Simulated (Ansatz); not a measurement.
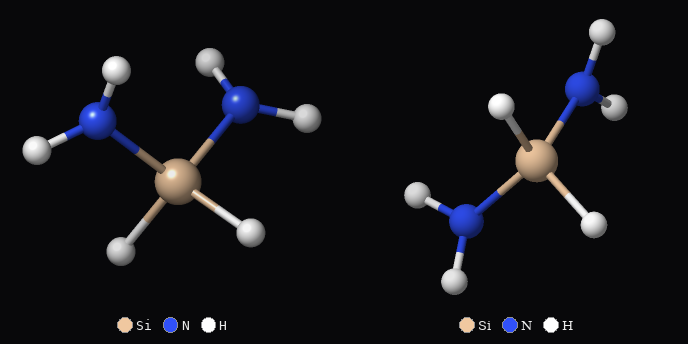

Both panels show the same species.

The computed structure is the end point of a PBE0-D4/def2-TZVP optimisation.

Identify the structure.

Formula H6N2Si. This geometry has C2 symmetry. Coordination, clear cases only: 1 Si tetrahedral.

The parts below concern this one geometry. Atoms keep their numbers from picture to picture.

Electronic properties

Properties computed with RKS PBE0-D4/def2-TZVP (Ansatz 0.2.0).

Predict the main results.

- dipole moment: 0.75 D
- harmonic zero-point energy: 181.9 kJ/mol
- dispersion correction: −11.1 kJ/mol

Thermal motion

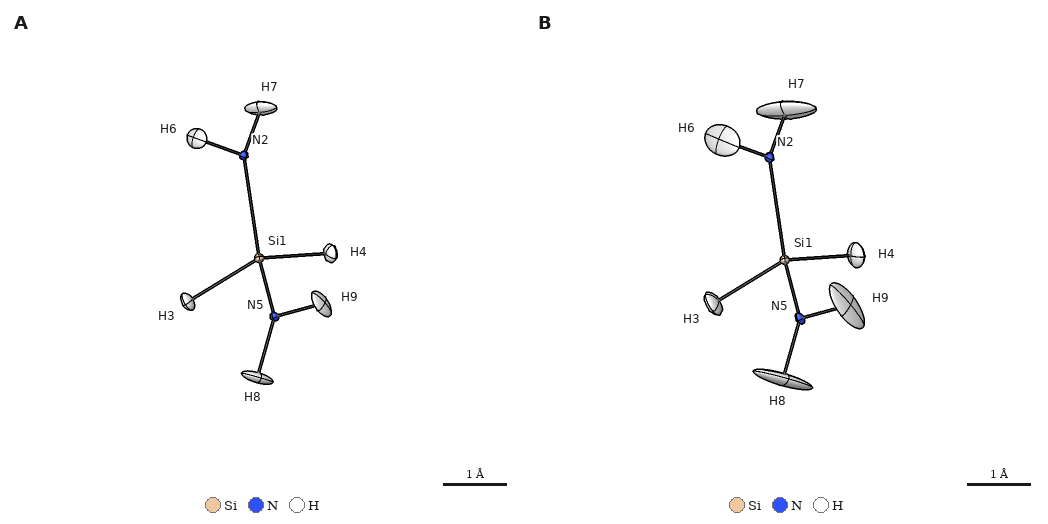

Displacement ellipsoids at the 50 % level, scaled by 0.7, from the internal vibrations of the free molecule (harmonic, no overall translation or rotation; no half-axis is drawn under 0.075 Å). Vibrations computed with RKS PBE0-D4/def2-TZVP (Ansatz 0.2.0). One panel is for 200 K, the other for 900 K.

**Which panel is for 900 K?**

B.

**How much does the mean-square displacement of H7 grow, and why?**

U_eq goes from 0.0313 to 0.0959 Å², a factor of 3.1. Modes below kT (626 cm⁻¹ at 900 K) grow about in proportion to T, and the lowest lies at 206 cm⁻¹; the mean-square amplitude of a mode is its zero-point value times coth(ħω/2kT), which comes close to 1 only above about 3kT.

Charges

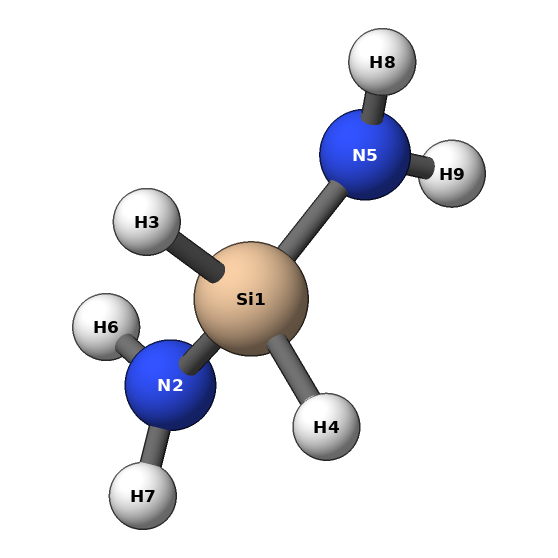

The questions are on Mulliken charges. Properties computed with RKS PBE0-D4/def2-TZVP (Ansatz 0.2.0).

**Which atom carries the highest charge (most positive or least negative)?**

Si1 (0.45 e).

**And the lowest?**

N2, N5 (−0.63 e).

List the Mulliken charges.

| atom | value (e) |
| --- | --- |
| Si1 | 0.45 |
| N2 | −0.63 |
| H3 | −0.07 |
| H4 | −0.07 |
| N5 | −0.63 |
| H6 | 0.24 |
| H7 | 0.24 |
| H8 | 0.24 |
| H9 | 0.24 |

Mulliken values depend strongly on the basis set and can even reverse the polarity of a bond.
